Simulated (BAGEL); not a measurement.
# SiSCl2F (SMILES F[Si]([S])(Cl)Cl) at UHF/3-21G (density fitting with qzvpp-jkfit)

Aim: the vertical doublet–quartet gap of SiSCl2F at UHF/3-21G (density fitting with qzvpp-jkfit), from 2 runs. 

Program for the calculation: BAGEL 1.2.2.

## (1) The structure to begin with

SiSCl2F: 5 atoms, total charge 0, spin state doublet. As SMILES, `F[Si]([S])(Cl)Cl`. The shape is that of a PBE0-D4/def2-TZVP optimisation.

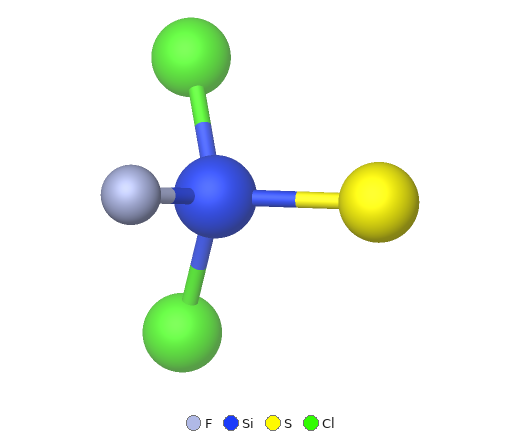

Viewed from a chosen angle; fluorine light blue, silicon blue, sulfur yellow, chlorine green.

## (2) A single-point energy at UHF/3-21G (density fitting with qzvpp-jkfit)

Input file calc.json:

```json
{ "bagel": [

{
  "title": "molecule",
  "basis": "3-21g",
  "df_basis": "qzvpp-jkfit",
  "angstrom": true,
  "geometry": [
    { "atom": "F", "xyz": [       0.913000,      -0.947500,       1.032900 ] },
    { "atom": "Si", "xyz": [       0.055100,      -0.061700,       0.044800 ] },
    { "atom": "S", "xyz": [      -1.688700,       0.698800,       0.916700 ] },
    { "atom": "Cl", "xyz": [      -0.458100,      -1.248600,      -1.511600 ] },
    { "atom": "Cl", "xyz": [       1.228500,       1.485300,      -0.524300 ] }
  ]
},

{
  "title": "uhf",
  "nopen": 1
},

{
  "title": "print",
  "file": "orbitals.molden",
  "orbitals": true
}

]}
```

Run with:

```
$ BAGEL_NUM_THREADS=1 BAGEL calc.json > calc.out
```

Standard output:

```text
* using 1 threads per process

  ===============================================================
  ===============================================================

  *** Geometry ***

  { "atom" : "F", "xyz" : [      1.725320,     -1.790516,      1.951898 ] },
  { "atom" : "Si", "xyz" : [      0.104124,     -0.116596,      0.084660 ] },
  { "atom" : "S", "xyz" : [     -3.191181,      1.320541,      1.732312 ] },
  { "atom" : "Cl", "xyz" : [     -0.865684,     -2.359512,     -2.856510 ] },
  { "atom" : "Cl", "xyz" : [      2.321529,      2.806810,     -0.990783 ] },

  Number of auxiliary basis functions:      589

  Since a DF basis is specified, we compute 2- and 3-index integrals:
    o Being stored without compression. Storage requirement is 0.018 GB

  Number of basis functions:       61
  Number of electrons      :       73

    * METHOD: MOLECULE                             0.21

  *** Open-shell HF ***

  === Nuclear Repulsion ===
   435.2912329400

      * DIIS with orbital gradients will be used.

  === UHF iteration (3-21g) ===
      0      -1696.45592632          0.03345890           0.17
      1      -1696.56690274          0.01932579           0.16
      2      -1696.58758071          0.01116374           0.14
      3      -1696.59622120          0.00053106           0.14
      4      -1696.59634678          0.00019830           0.14
      5      -1696.59637740          0.00003036           0.15
      6      -1696.59638178          0.00000901           0.18
      7      -1696.59638331          0.00000272           0.17
      8      -1696.59638375          0.00000123           0.19
      9      -1696.59638392          0.00000062           0.19
     10      -1696.59638398          0.00000024           0.14
     11      -1696.59638398          0.00000010           0.16
     12      -1696.59638399          0.00000005           0.16
     13      -1696.59638399          0.00000005           0.16
     14      -1696.59638399          0.00000004           0.20
     15      -1696.59638399          0.00000004           0.17
     16      -1696.59638399          0.00000004           0.14
     17      -1696.59638399          0.00000004           0.14
     18      -1696.59638399          0.00000003           0.16
     19      -1696.59638399          0.00000003           0.14
     20      -1696.59638399          0.00000002           0.18
     21      -1696.59638399          0.00000001           0.16
    * SCF iteration converged.

    * S^2 (UHF) is 0.7527

    * Permanent dipole moment:
           (    0.261219,    -0.093143,    -0.188921) a.u.

    * METHOD: UHF                                  3.68

    * METHOD: PRINT                                0.00

  ===============================================================
```

It took 4.5 s on 1 thread of Intel Xeon 6975P-C (Granite Rapids), shared host; peak memory 0.12 GiB.

## (3) The quartet, same level

Input file input.json:

```json
{ "bagel": [

{
  "title": "molecule",
  "basis": "3-21g",
  "df_basis": "qzvpp-jkfit",
  "angstrom": "true",
  "geometry": [
    { "atom": "F", "xyz": [    0.913000,   -0.947500,    1.032900 ] },
    { "atom": "Si", "xyz": [    0.055100,   -0.061700,    0.044800 ] },
    { "atom": "S", "xyz": [   -1.688700,    0.698800,    0.916700 ] },
    { "atom": "Cl", "xyz": [   -0.458100,   -1.248600,   -1.511600 ] },
    { "atom": "Cl", "xyz": [    1.228500,    1.485300,   -0.524300 ] }
  ]
},
{
  "title": "uhf",
  "nopen": 3
},
{
  "title": "print",
  "file": "orbitals.molden",
  "orbitals": "true"
}

]}
```

Run with:

```
$ BAGEL_NUM_THREADS=1 BAGEL input.json > input.out
```

Standard output:

```text
* using 1 threads per process

  ===============================================================
  ===============================================================

  *** Geometry ***

  { "atom" : "F", "xyz" : [      1.725320,     -1.790516,      1.951898 ] },
  { "atom" : "Si", "xyz" : [      0.104124,     -0.116596,      0.084660 ] },
  { "atom" : "S", "xyz" : [     -3.191181,      1.320541,      1.732312 ] },
  { "atom" : "Cl", "xyz" : [     -0.865684,     -2.359512,     -2.856510 ] },
  { "atom" : "Cl", "xyz" : [      2.321529,      2.806810,     -0.990783 ] },

  Number of auxiliary basis functions:      589

  Since a DF basis is specified, we compute 2- and 3-index integrals:
    o Being stored without compression. Storage requirement is 0.018 GB

  Number of basis functions:       61
  Number of electrons      :       73

    * METHOD: MOLECULE                             0.20

  *** Open-shell HF ***

  === Nuclear Repulsion ===
   435.2912329400

      * DIIS with orbital gradients will be used.

  === UHF iteration (3-21g) ===
      0      -1696.17826858          0.03407320           0.18
      1      -1696.31776273          0.02285437           0.15
      2      -1696.35635122          0.01347553           0.14
      3      -1696.37217254          0.00114076           0.14
      4      -1696.37473790          0.00071523           0.14
      5      -1696.37591093          0.00027484           0.14
      6      -1696.37619089          0.00008611           0.15
      7      -1696.37621686          0.00004494           0.14
      8      -1696.37622359          0.00003315           0.14
      9      -1696.37622765          0.00002176           0.15
     10      -1696.37622940          0.00001216           0.17
     11      -1696.37622978          0.00000609           0.15
     12      -1696.37622986          0.00000355           0.14
     13      -1696.37622988          0.00000192           0.14
     14      -1696.37622990          0.00000082           0.15
     15      -1696.37622990          0.00000029           0.15
     16      -1696.37622990          0.00000016           0.14
     17      -1696.37622990          0.00000005           0.14
     18      -1696.37622990          0.00000004           0.14
     19      -1696.37622990          0.00000002           0.15
     20      -1696.37622990          0.00000001           0.16
     21      -1696.37622990          0.00000001           0.15
    * SCF iteration converged.

    * S^2 (UHF) is 3.7588

    * Permanent dipole moment:
           (    1.509111,    -0.450391,    -1.330677) a.u.

    * METHOD: UHF                                  3.40

    * METHOD: PRINT                                0.00

  ===============================================================
```

It took 4.2 s on 1 thread of Intel Xeon 6975P-C (Granite Rapids), shared host; peak memory 0.12 GiB.

## (4) Results

Level: UHF/3-21G (density fitting with qzvpp-jkfit).

| quantity | value |
| --- | --- |
| doublet: total energy | -1696.59638 Eh |
| doublet: dipole moment | 0.85 D |
| doublet: ⟨S²⟩ | 0.753 |
| quartet: total energy | -1696.37623 Eh |
| quartet: dipole moment | 5.24 D |
| quartet: ⟨S²⟩ | 3.759 |
| vertical energy of the quartet above the doublet | 5.991 eV |

What this shows: At this shape the quartet lies 5.99 eV (138 kcal/mol) above the doublet.
